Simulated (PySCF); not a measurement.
```csv
atom,x (Å),y (Å),z (Å)
C,2.2967,0.0109,0.1573
C,0.8859,0.5542,0.3532
C,-0.1885,-0.3219,-0.2627
Cl,-0.2287,-1.9142,0.5843
Si,-1.9610,0.3999,-0.1445
O,-3.0277,-0.6486,-0.7607
H,2.3973,-0.9675,0.6213
H,2.5256,-0.0862,-0.9020
H,3.0254,0.6807,0.6074
H,0.6844,0.6745,1.4195
H,0.8047,1.5393,-0.1136
H,0.0825,-0.5658,-1.2923
H,-2.2182,0.6740,1.2673
H,-2.0849,1.5549,-1.0210
H,-2.9980,-1.5764,-0.5352
```

Geometry: GFN2-xTB.

Method: B3LYP/def2-SVPD, SCF density, gas phase in PySCF.

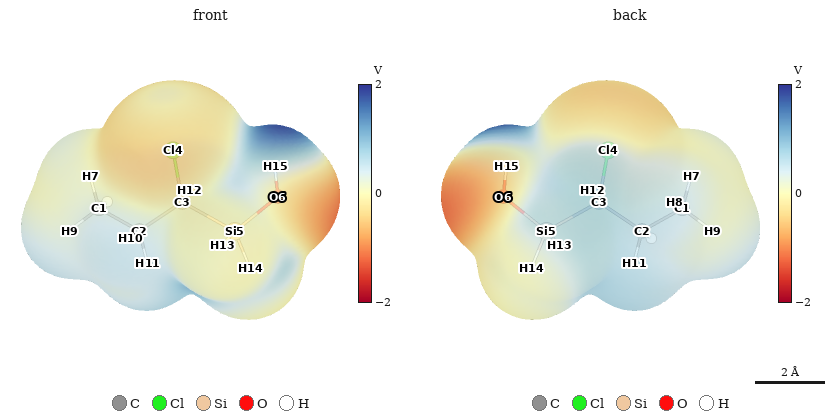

C3H9ClOSi. The electrostatic potential painted on the density surface at 0.001 e/bohr³, seen from the front and from behind; the colour scale runs from red (negative) to blue (positive).

Where is the surface potential most negative and most positive?

The most negative region (about −1.1 V) lies over O6, the most positive (about +1.7 V) over H15. O6 is the likeliest acceptor of a hydrogen bond.
